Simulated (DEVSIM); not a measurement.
Device: abrupt GaAs p-n junction, at 300 K.

```csv
layer (left to right),material,thickness (μm),Nd (cm⁻³),Na (cm⁻³),τn (s),τp (s)
1,GaAs,3.40,-,1.5e16,1.1e-9,1.1e-9
2,GaAs,160,3.8e14,-,1.1e-9,1.1e-9
```

Left contact: ohmic. Right contact: ohmic. Voltage is applied to the left contact. Recombination: SRH at mid-gap. Mobility is μmin + (μ − μmin)/(1 + (N/Nref)^α).

The device is made up for the run: typed textbook-type constants, with dimensions and the other settings drawn at random. Values at 300 K.

```
parameter        GaAs
-------------  ------
gap (eV)        1.424
affinity (eV)    4.07
permittivity     12.9
Nc (cm⁻³)      4.7e17
Nv (cm⁻³)        9e18
μn (cm²/Vs)      8500
μp (cm²/Vs)       400
μn,min            500
μp,min             20
Nref,n           6e16
Nref,p         1.5e17
αn               0.39
αp               0.38
```

DEVSIM, 1D drift-diffusion, Boltzmann statistics, complete ionisation; no tunnelling, impact ionisation, image-force lowering or self-heating.

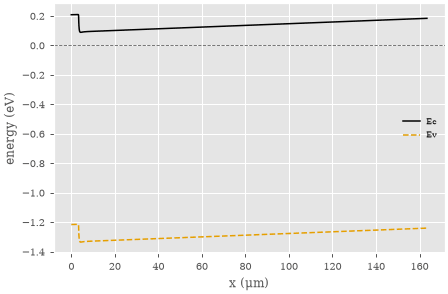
Figure. Band edges at 1.05 V on the left contact

Energies count from the Fermi level of the right contact; mesh points crowd at the junctions.

```csv
x (μm),Ec (eV),Ev (eV),n (cm⁻³),p (cm⁻³),field (V/cm)
0.000,0.209,-1.215,< 1e2,1.5e16,≈ 0
0.04782,0.209,-1.215,5.3e10,1.5e16,≈ 0
0.1811,0.209,-1.215,2.0e11,1.5e16,≈ 0
0.5845,0.209,-1.215,6.5e11,1.5e16,≈ 0
2.224,0.209,-1.215,2.6e12,1.5e16,≈ 0
3.003,0.210,-1.214,3.6e12,1.5e16,≈ 0
3.282,0.209,-1.215,4.2e12,1.4e16,-320
3.389,0.189,-1.235,9.3e12,6.6e15,-5300
3.426,0.167,-1.257,2.1e13,2.9e15,-5000
3.521,0.134,-1.290,7.8e13,7.8e14,-2600
3.811,0.097,-1.327,3.3e14,1.6e14,-510
5.192,0.091,-1.333,4.2e14,3.5e13,24
8.841,0.095,-1.329,3.8e14,1.1e12,≈ 0
19.16,0.101,-1.323,3.8e14,5.2e7,≈ 0
71.99,0.132,-1.292,3.8e14,< 1e2,≈ 0
130.8,0.165,-1.259,3.8e14,< 1e2,≈ 0
152.6,0.178,-1.246,3.8e14,< 1e2,≈ 0
159.7,0.182,-1.242,3.8e14,< 1e2,≈ 0
162.6,0.184,-1.240,3.8e14,< 1e2,≈ 0
163.1,0.184,-1.240,3.8e14,< 1e2,≈ 0
163.3,0.184,-1.240,3.8e14,< 1e2,≈ 0
163.4,0.184,-1.240,3.8e14,< 1e2,≈ 0
```
